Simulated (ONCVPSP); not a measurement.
Hg, optimised norm-conserving Vanderbilt (ONCV), made with ONCVPSP 4.0.1 (PBE, fully relativistic). Core [Kr] 4d10, reference 4f14 5s2 5p6 5d10 6s1.75 6p0.25. Waves: 5s+6s: rc 1.25 bohr, ncon 3, nbas 7, qcut 9.8 1/bohr, 2 projectors; 5p+6p: rc 2.26 bohr, ncon 4, nbas 7, qcut 8.6 1/bohr, 2 projectors; 5d: rc 1.55 bohr, ncon 4, nbas 8, qcut 5.4 1/bohr, 1 projector; 4f: rc 0.60 bohr, ncon 4, nbas 9, qcut 31.5 1/bohr, local. Local part: the f channel. Core correction: Teter function, fcfact 3.25, rcfact 1.6.

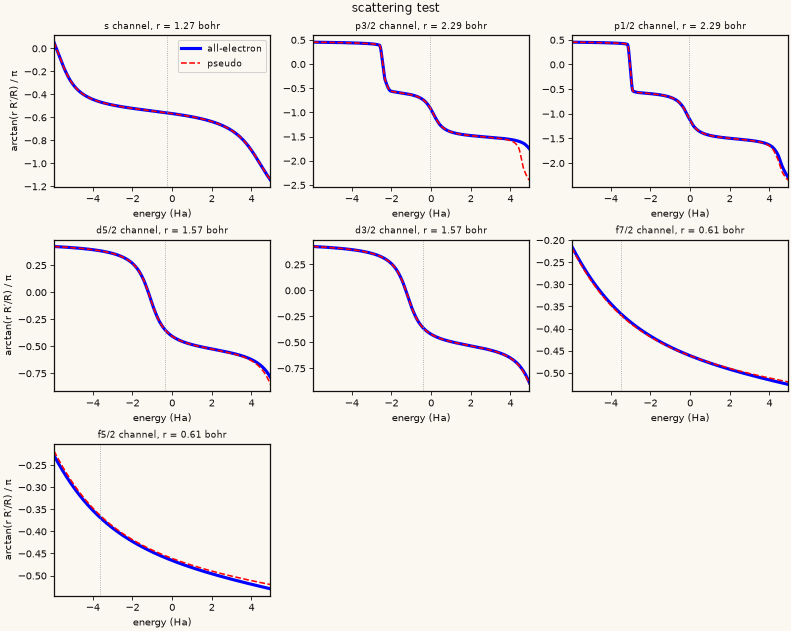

Unwrapped phase arctan(r R′/R) in units of π against energy, all-electron (solid) and pseudo (dashed); the pseudo phase is matched to the all-electron one at the reference energy. Here R(r) is the radial function. A near-vertical step is a level narrower than the spacing of the points behind the curves. The dotted line marks the reference energy of the channel.

> Give the range of good agreement (0.05 rad in phase) for each channel.

s: over the whole range drawn; p3/2: up to about 3.9 Ha; p1/2: up to about 4.0 Ha; d5/2: up to about 4.2 Ha; d3/2: over the whole range drawn; f7/2: over the whole range drawn; f5/2: over the whole range drawn.

> Is there a sign of a ghost state?

Going away from the reference energies, the phases part by more than π/2 in: p3/2 at about 4.7 Ha (above its reference energy, pseudo phase lower). Such a step is either a state that only one of the two atoms has or an ordinary level shifted in energy. The separate test gives: GHOST(-) flagged for s at -2881.6 eV, s at -225.1 eV, p3/2 at -1358.1 eV, d5/2 at -736.4 eV, p1/2 at -1159.7 eV; GHOST(+) flagged for p3/2 at 157.4 eV (the first five of each kind). The bound ghosts lie below the range of the plot.

The potential isn't sound: the pseudo-atom misses its own reference levels by up to 2.42 eV.
